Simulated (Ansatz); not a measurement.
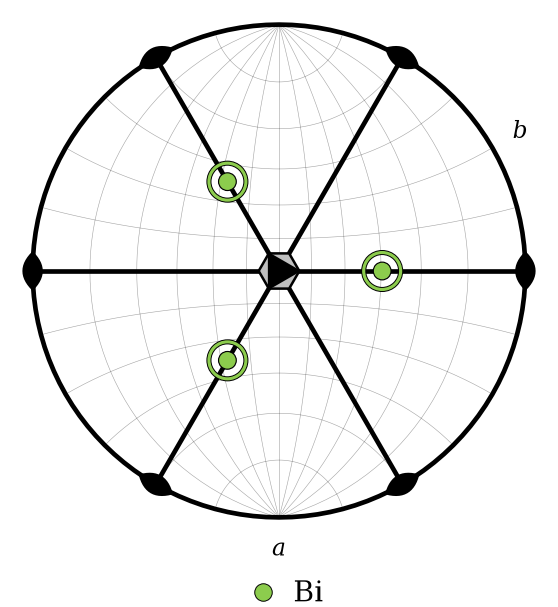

Directions from one calcium atom at (0, 0, 0) to its bonded neighbours, in stereographic projection down c (filled: above the plane of the page or in it, open: below). Crystal: CaBi, coordinates from a relaxation with DFT PBE, scalar-relativistic, plane waves, PAW (Ansatz 0.2.0); the starting structure was generated, so it need not be a known form of this composition. All values are computed from the atomic coordinates in the standard setting (tolerance 0.002 Å).

Neighbours are counted up to 3.95 Å for Bi. The symmetry elements of the site are drawn in: heavy lines are mirror planes (a heavy rim: a mirror in the plane of the page); lens, triangle, square and hexagon are 2-, 3-, 4- and 6-fold axes, a lens in an open square is −4, a triangle in an open hexagon −6; thin dashed diameters join the ends of axes that lie in the page; a small open circle marks inversion.

```
CELL_PARAMETERS angstrom
4.08495 0.00000 0.00000
-2.04248 3.53767 0.00000
0.00000 0.00000 4.64545
ATOMIC_POSITIONS crystal
Ca 0.00000 0.00000 0.00000
Bi 0.33333 0.66667 0.50000
```

Q: How many neighbours are there, and at what angles?

A: 6: 6 Bi at 3.31 Å. Angles between bonds: 76° (6×), 89° (3×), 138° (6×).

Q: What is the site's symmetry in the crystal?

A: Point group -6m2 (D3h), order 12: one −6 axis, three twofold axes, four mirror planes. In P-6m2 (No. 187) this is Wyckoff position 1a.
